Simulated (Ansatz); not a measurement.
# WH₆BrClO: geometry relaxation (part 2 of 2)

Continued. System: WH₆BrClO. Method: RKS PBE0-D4/def2-SVP (Ansatz 0.2.0). It belongs to a series of runs on one base structure; here: end point A relaxed.

## Trajectory as extended XYZ, continued
```
10
Properties=species:S:1:pos:R:3:forces:R:3 step=3 energy=-86511.06012
W     0.0590   -0.0006    0.2744   -0.1089   0.2816  -0.2078
Cl    1.4901   -0.5606    2.0294    0.1878  -0.2087   0.1458
H     1.0389   -1.0813   -0.5299    0.0216  -0.0096   0.0534
H     0.7583    0.6875   -1.0870    0.0157   0.0253   0.0152
O    -1.7603    0.5375    0.0739    0.0036   0.0341   0.1245
H    -2.0267    1.1145    0.8129    0.0122  -0.0476  -0.1013
H    -0.4518   -1.5690    0.1260   -0.0074   0.0011   0.0427
H    -0.3835   -0.6315   -1.1899   -0.0319   0.0354   0.0584
Br    0.4838    2.7682    2.0350   -0.1940   0.0480  -0.2401
H     1.2415    1.6782    2.5750    0.1013  -0.1595   0.1093
10
Properties=species:S:1:pos:R:3:forces:R:3 step=4 energy=-86511.11551
W     0.0732    0.0371    0.2958    0.0739   0.0651  -0.1399
Cl    1.5229   -0.6087    2.0338    0.0443  -0.0320   0.0626
H     1.0449   -1.0600   -0.5024   -0.0513   0.0370   0.0257
H     0.7706    0.7229   -1.0679    0.0227   0.0369  -0.0027
O    -1.7534    0.5506    0.1004   -0.0829   0.0534   0.0754
H    -2.0243    1.1450    0.8221    0.0194  -0.0645  -0.0660
H    -0.4417   -1.5328    0.1570   -0.0104  -0.0093   0.0165
H    -0.3800   -0.5984   -1.1627    0.0057   0.0094   0.0889
Br    0.4207    2.6512    1.8936    0.0020  -0.0738  -0.0755
H     1.2162    1.6359    2.5503   -0.0234  -0.0222   0.0151
10
Properties=species:S:1:pos:R:3:forces:R:3 step=5 energy=-86511.09980 accepted=F
W     0.0867    0.0780    0.3103    0.0194  -0.1001  -0.2496
Cl    1.5374   -0.6120    2.0480   -0.0003  -0.0208   0.0847
H     1.0415   -1.0300   -0.4889   -0.0129   0.0340   0.0161
H     0.7852    0.7687   -1.0532    0.0005   0.0127  -0.0200
O    -1.7533    0.5547    0.1195   -0.0952   0.0203   0.0853
H    -2.0471    1.1302    0.8462    0.0373  -0.0229  -0.0733
H    -0.4316   -1.4944    0.1813   -0.0007  -0.0619   0.0148
H    -0.3730   -0.5757   -1.1340    0.0062  -0.0223   0.0298
Br    0.4531    2.5533    1.7293    0.1242   0.0580   0.2638
H     1.1503    1.5700    2.5613   -0.0786   0.1029  -0.1517
10
Properties=species:S:1:pos:R:3:forces:R:3 step=6 energy=-86511.12520
W     0.0802    0.0591    0.2977   -0.0006   0.1112  -0.0394
Cl    1.5236   -0.5987    2.0493    0.0081  -0.0200   0.0283
H     1.0462   -1.0449   -0.4918   -0.0298   0.0059  -0.0071
H     0.7834    0.7491   -1.0633   -0.0031   0.0076  -0.0166
O    -1.7583    0.5420    0.1179   -0.0143   0.0027   0.0097
H    -2.0294    1.1450    0.8305    0.0188  -0.0246  -0.0222
H    -0.4330   -1.5131    0.1723    0.0063  -0.0191   0.0061
H    -0.3774   -0.5935   -1.1488    0.0129  -0.0087   0.0508
Br    0.4404    2.6286    1.8437   -0.0389   0.0012  -0.0685
H     1.1734    1.5694    2.5124    0.0405  -0.0562   0.0590
10
Properties=species:S:1:pos:R:3:forces:R:3 step=7 energy=-86511.11936 accepted=F
W     0.0806    0.0891    0.2968   -0.0061  -0.2195  -0.1070
Cl    1.5136   -0.5838    2.0663    0.0292  -0.0581   0.0479
H     1.0363   -1.0240   -0.4894    0.0595  -0.0248  -0.0060
H     0.7782    0.7733   -1.0727    0.0244   0.0448  -0.0854
O    -1.7723    0.5197    0.1175    0.0124   0.0419   0.0079
H    -2.0497    1.1392    0.8121   -0.0937   0.0445   0.0378
H    -0.4178   -1.4915    0.1902   -0.0078  -0.0741   0.0090
H    -0.3733   -0.5966   -1.1322   -0.0248  -0.0427  -0.0431
Br    0.4700    2.5819    1.7988    0.0480   0.2788   0.1949
H     1.1835    1.5356    2.5326   -0.0411   0.0092  -0.0559
10
Properties=species:S:1:pos:R:3:forces:R:3 step=8 energy=-86511.12796
W     0.0825    0.0759    0.2924    0.0152  -0.0039   0.0153
Cl    1.5170   -0.5988    2.0617   -0.0615   0.0357  -0.0500
H     1.0394   -1.0349   -0.4968    0.0082   0.0244   0.0147
H     0.7793    0.7642   -1.0769   -0.0150  -0.0195   0.0090
O    -1.7637    0.5351    0.1154    0.0428  -0.0190   0.0072
H    -2.0405    1.1377    0.8254    0.0158   0.0056  -0.0041
H    -0.4204   -1.5035    0.1838    0.0135   0.0239   0.0130
H    -0.3761   -0.6054   -1.1379   -0.0144   0.0195   0.0163
Br    0.4636    2.6225    1.8285    0.0074  -0.0819  -0.0046
H     1.1681    1.5501    2.5243   -0.0120   0.0151  -0.0169
10
Properties=species:S:1:pos:R:3:forces:R:3 step=9 energy=-86511.12919
W     0.0865    0.0864    0.2878   -0.0361   0.0148   0.0332
Cl    1.5059   -0.5926    2.0656   -0.0063   0.0086  -0.0053
H     1.0500   -1.0203   -0.4967   -0.0099  -0.0216  -0.0230
H     0.7711    0.7635   -1.0946   -0.0056  -0.0029   0.0154
O    -1.7640    0.5308    0.1215    0.0383  -0.0068  -0.0171
H    -2.0356    1.1493    0.8197    0.0056  -0.0042   0.0124
H    -0.4054   -1.4980    0.1999    0.0085   0.0200  -0.0061
H    -0.3849   -0.6084   -1.1303    0.0072  -0.0219  -0.0116
Br    0.4673    2.6055    1.8210    0.0100   0.0028   0.0260
H     1.1585    1.5266    2.5260   -0.0117   0.0112  -0.0239
10
Properties=species:S:1:pos:R:3:forces:R:3 step=10 energy=-86511.12692 accepted=F
W     0.0883    0.0822    0.2896   -0.0217   0.1370  -0.1394
Cl    1.4954   -0.5864    2.0784    0.0430  -0.0353   0.0173
H     1.0440   -1.0213   -0.5139    0.0173   0.0256   0.0337
H     0.7583    0.7764   -1.0952    0.0064  -0.0720   0.0477
O    -1.7523    0.5483    0.1074   -0.0043  -0.0602   0.0312
H    -2.0198    1.1509    0.8208   -0.0130   0.0259   0.0012
H    -0.3865   -1.5020    0.2089   -0.0412  -0.0700  -0.0056
H    -0.3941   -0.6270   -1.1213    0.0154   0.0472   0.0179
Br    0.4583    2.6063    1.8327    0.0047  -0.0031  -0.0045
H     1.1578    1.5155    2.5125   -0.0067   0.0048   0.0006
10
Properties=species:S:1:pos:R:3:forces:R:3 step=11 energy=-86511.12959
W     0.0864    0.0855    0.2898   -0.0029   0.0003  -0.0296
Cl    1.5056   -0.5921    2.0668    0.0017   0.0063   0.0030
H     1.0458   -1.0221   -0.5004    0.0012  -0.0008   0.0063
H     0.7724    0.7622   -1.0911   -0.0014   0.0002   0.0116
O    -1.7608    0.5352    0.1194    0.0035  -0.0067  -0.0050
H    -2.0317    1.1480    0.8230    0.0027   0.0015   0.0044
H    -0.4041   -1.4979    0.1991   -0.0034   0.0022   0.0037
H    -0.3836   -0.6105   -1.1292   -0.0037   0.0022   0.0029
Br    0.4625    2.6097    1.8260   -0.0033   0.0012   0.0001
H     1.1566    1.5250    2.5166    0.0057  -0.0064   0.0026
```

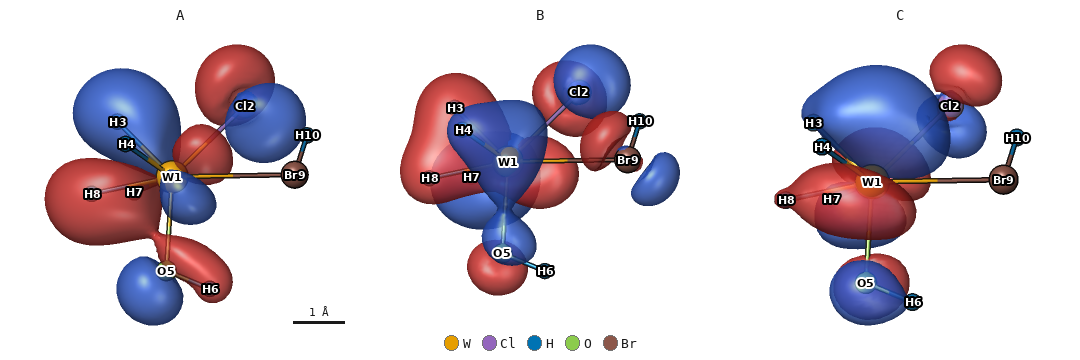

Fig. 1: Three frontier orbitals at ±0.1 Å⁻³ᐟ² (blue and red are the two phases). B is the HOMO−1 (−8.33 eV). By Hirshfeld shares it lies mainly on W1 (45 %), H7 (15 %) and Cl2 (10 %). A is the HOMO (−7.59 eV). It lies mainly on W1 (35 %), Cl2 (15 %), H3 (15 %), H8 (15 %) and O5 (15 %). C is the LUMO (−2.55 eV). It lies mainly on W1 (65 %), O5 (10 %) and Cl2 (10 %). The HOMO–LUMO gap is 5.04 eV between the orbital energies.

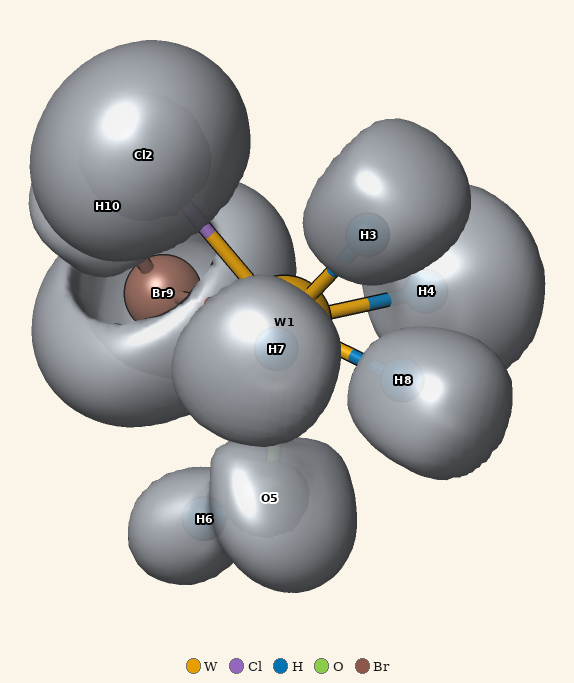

Fig. 2: Isosurface of the ELF at 0.75 (grey), seen at an oblique angle. Only the valence region is drawn (cores and ρ < 0.01 e/Å³ removed). Profiles from the grid: W–O (1.91 Å): the ELF peaks at about 0.90 in the valence shell of O, 0.5 Å from its nucleus, and drops to about 0.25 between the two atoms. W–Cl (2.37 Å): the ELF peaks at about 0.85 in the valence shell of Cl, 0.8 Å from its nucleus, and is about 0.35 at the midpoint.

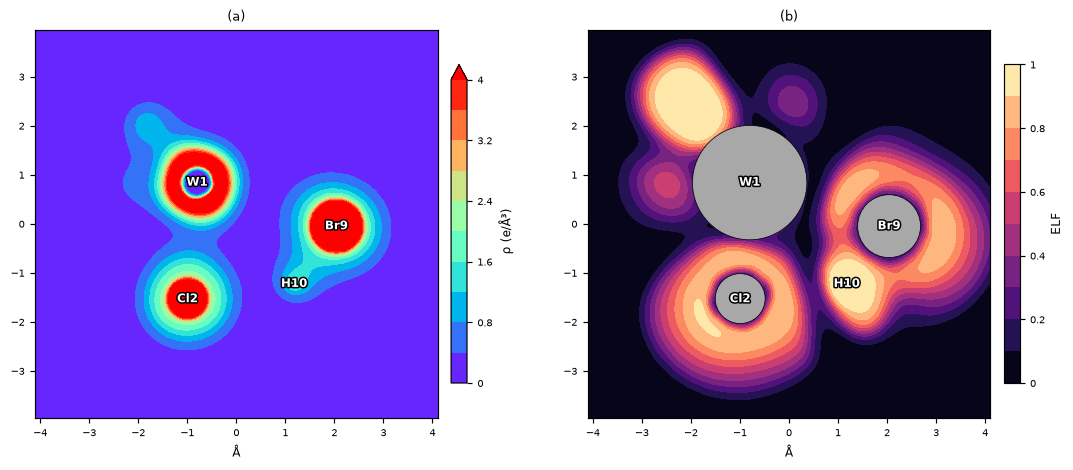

Fig. 3: (a) total electron density; (b) electron localisation function on the plane of atoms Cl2, W1 and Br9. Grey discs, where drawn, cover atomic cores. Br–H (1.46 Å): ρ at the midpoint is about 1.5 e/Å³, with its minimum of 1.3 e/Å³ about 1.0 Å from Br; the ELF climbs to about 1 towards the hydrogen, as it does in any bond to H.

The run was set up as follows.

## Input file
```yaml
crystal:
  periodic: [false, false, false]
  atoms:
    - { symbol: W, position_ang: [0.011827, -0.054755, 0.228816] }
    - { symbol: Cl, position_ang: [1.484364, -0.609358, 2.00391] }
    - { symbol: H, position_ang: [0.998913, -1.1309, -0.577517] }
    - { symbol: H, position_ang: [0.720459, 0.642463, -1.11475] }
    - { symbol: O, position_ang: [-1.798281, 0.470621, -0.019996] }
    - { symbol: H, position_ang: [-2.031855, 1.017889, 0.751286] }
    - { symbol: H, position_ang: [-0.481769, -1.624479, 0.089494] }
    - { symbol: H, position_ang: [-0.398339, -0.666186, -1.247193] }
    - { symbol: Br, position_ang: [0.601274, 3.05481, 2.261571] }
    - { symbol: H, position_ang: [1.342606, 1.842794, 2.744281] }
basis:
  gaussian: { orbitals: def2-SVP }
hamiltonian:
  xc: pbe0
  dispersion: d4
relax:
  f_tol: 0.03
  max_steps: 50
output:
  orbitals: {}
```

Launched with:
```bash
ansatz run input.yaml --threads 4 --pin off --max-ram 5120MiB --backend cpu --events-out ev --progress --plain --runs-dir out
```

## Results in brief

```json
{"quantity": "outcome", "value": "converged"}
{"quantity": "total energy", "value": "−86511.1296 eV"}
{"quantity": "mean-field energy", "value": "−86510.8859 eV"}
{"quantity": "largest force (length of the vector) at the end", "value": "0.030 eV/Å"}
{"quantity": "hardware", "value": "4 threads of Arm Neoverse V1, 24 GiB of memory available, shared host"}
{"quantity": "wall time", "value": "39 s (CPU time 2.4 min)"}
{"quantity": "peak memory", "value": "0.35 GiB"}
```
